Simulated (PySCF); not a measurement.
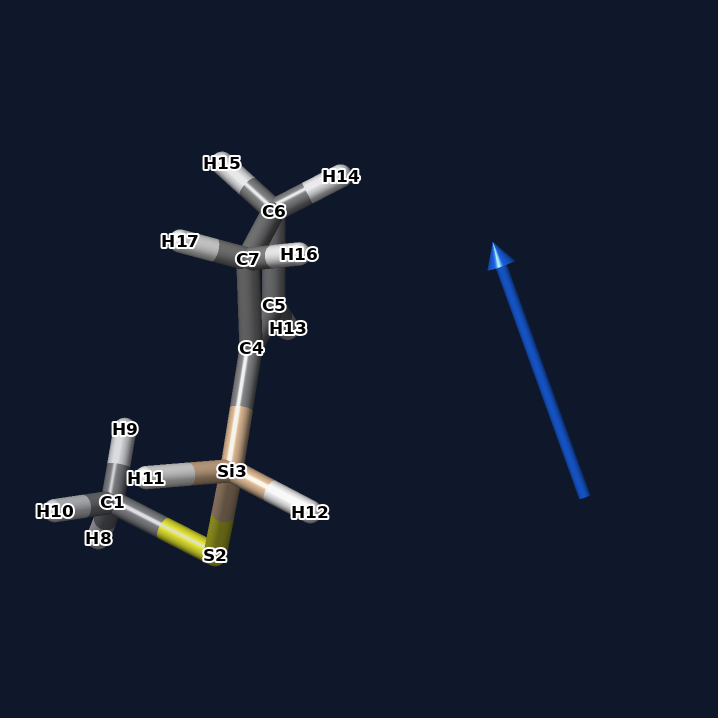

The arrow beside the molecule shows the direction of the dipole moment, from the negative to the positive end (its length means nothing). Computed geometry: GFN2-xTB optimisation. No frequency run is at hand to confirm it as a minimum. Level of theory: PBE0/pcSseg-1, gas phase (PySCF 2.14.0).

Q: Estimate the dipole moment.

A: 2.40 D; it points from the side of S2 to the side of H15 (the outermost atoms at the two ends).

The geometry is semi-empirical. Around Si such bond lengths and angles can be off by a tenth of an ångström or more and by several degrees, and values that hang on the shape move with them.
